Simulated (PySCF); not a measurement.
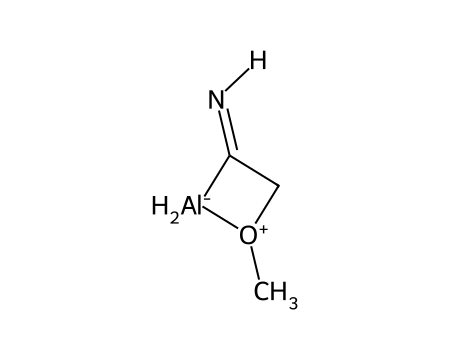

Skeletal drawing of a molecule.

Question: Give its SMILES.

Answer: [H]/N=[C]1\C[O+](C)[AlH2-]1

Question: What is the molecular formula?

Answer: C3H8AlNO.

Question: An optimisation with PBE0-D3(BJ)/def2-SVP gave a structure of which point group?

Answer: Cs.

The parts below concern this one geometry. Atoms keep their numbers from picture to picture. The computed structure is the end point of a PBE0-D3(BJ)/def2-SVP optimisation. No frequency run is at hand to confirm it as a minimum.

**Shape**

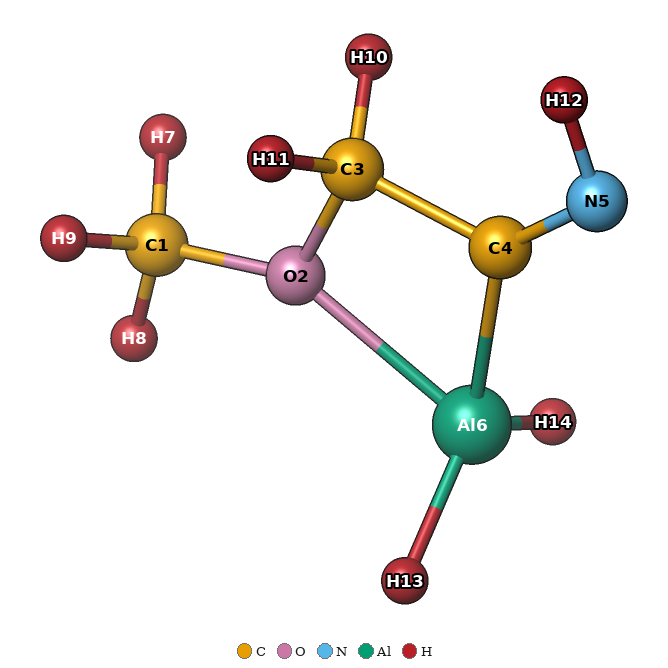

Numbered structure. No frequency run is at hand to confirm it as a minimum.

What are the angles C1–O2–Al6, O2–C1–H8, O2–C3–H10, O2–C3–H11, O2–Al6–C4, O2–Al6–H13, C3–O2–Al6, C3–C4–Al6, C4–C3–H10, C4–C3–H11, C4–Al6–H14, N5–C4–Al6?

```tsv
angle	degrees
C1–O2–Al6	144.0
O2–C1–H8	107.6
O2–C3–H10	109.7
O2–C3–H11	109.8
O2–Al6–C4	68.0
O2–Al6–H13	106.8
C3–O2–Al6	97.0
C3–C4–Al6	94.9
C4–C3–H10	113.6
C4–C3–H11	113.8
C4–Al6–H14	119.3
N5–C4–Al6	138.4
```

**Ring current**

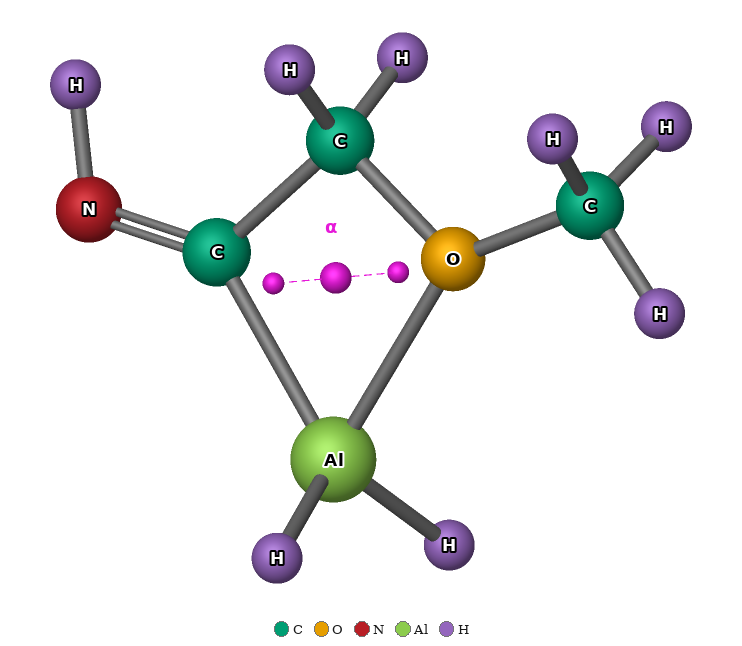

The small points mark where nucleus-independent chemical shifts (NICS) were computed: at the centre of each lettered ring and 1 Å above and below it. No frequency run is at hand to confirm it as a minimum. Properties computed with GIAO B3LYP/pcSseg-1 NMR shielding, non-relativistic, gas phase (PySCF 2.14.0).

Give NICS(0), NICS(1) and the out-of-plane component NICS(1)zz for each ring (means of the two sides).

```
ring  members  NICS(0)  NICS(1)  NICS(1)zz
   α    C2AlO      2.0     −0.5       −0.3
```

Values in ppm.

**NMR shielding**

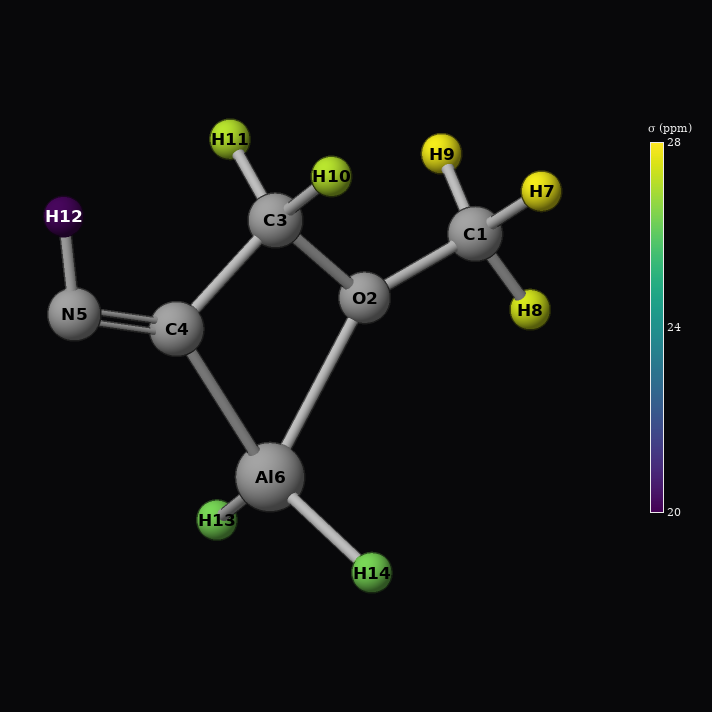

Atoms are coloured by their isotropic NMR shieldings (H only, the others grey). No frequency run is at hand to confirm it as a minimum. Method: GIAO BP86/pcSseg-1 NMR shielding, non-relativistic, gas phase (PySCF 2.14.0).

List the isotropic NMR shieldings of the H atoms.

```csv
atom,σ (ppm)
H7,27.76
H8,27.43
H9,27.75
H10,27.07
H11,27.08
H12,20.13
H13,26.34
H14,26.34
```

**Dipole moment**

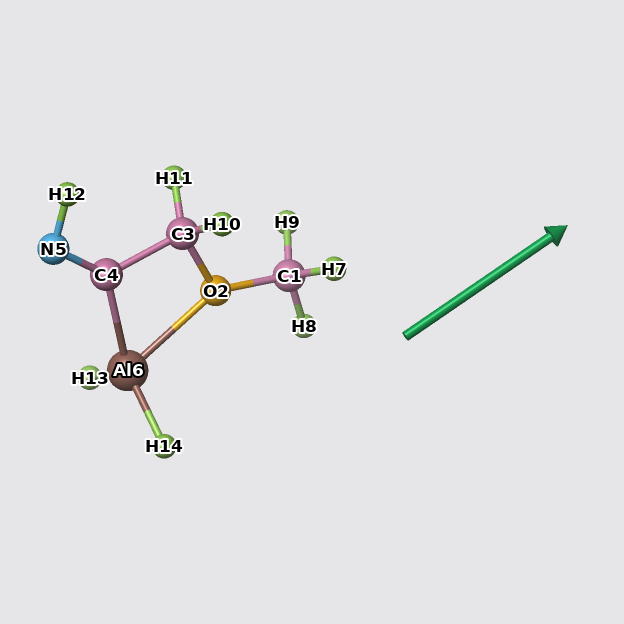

The arrow beside the molecule shows the direction of the dipole moment, from the negative to the positive end (its length means nothing). No frequency run is at hand to confirm it as a minimum. Method: LDA/pcSseg-1, gas phase (PySCF 2.14.0).

Question: How large is the dipole moment?

Answer: 5.93 D; it points from the side of H13, H14 to the side of H7, H9 (the outermost atoms at the two ends).
